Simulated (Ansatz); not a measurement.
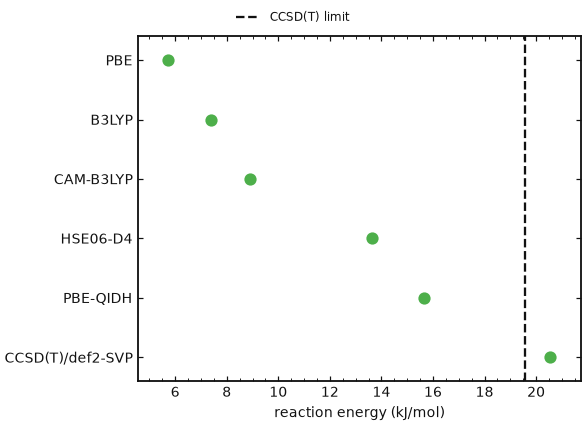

Electronic reaction energy of InSiH₅O₃ ([OH][In]([OH])[O][SiH3]) + H₂O (O) → InH₃O₃ ([OH][In]([OH])[OH]) + SiH₄O (O[SiH3]) (SMILES in brackets) at several levels (functionals in def2-TZVPP unless a basis is named), isolated molecules at PBE0-D4 triple-zeta geometries, minima by their frequencies, no zero-point or thermal terms, the Ansatz code 0.2.0. The line is frozen-core CCSD(T) at the basis limit (MP2 extrapolated from triple and quadruple zeta, plus CCSD(T) less MP2 in a smaller set). PBE-QIDH holds a correlation term that converges slowly with the basis, so part of the distance to the limit is basis error. No dispersion term is added to PBE, B3LYP, CAM-B3LYP and PBE-QIDH. The distance of CCSD(T)/def2-SVP to the limit includes basis error. Core potentials past Kr.

> What range do the values span, the line included?

From 5.7 kJ/mol (PBE) to 20.6 kJ/mol (CCSD(T)/def2-SVP).

> Which level comes closest to the line (CCSD(T) limit), and which misses most?

Closest CCSD(T)/def2-SVP (20.6 kJ/mol), against 19.6 kJ/mol; farthest PBE (5.7 kJ/mol).

Caveats: outer-core shells are correlated without core-valence functions, which makes the correlated values less sure; spin-orbit coupling is left out, and with In it can shift these values; one conformer of each flexible molecule.
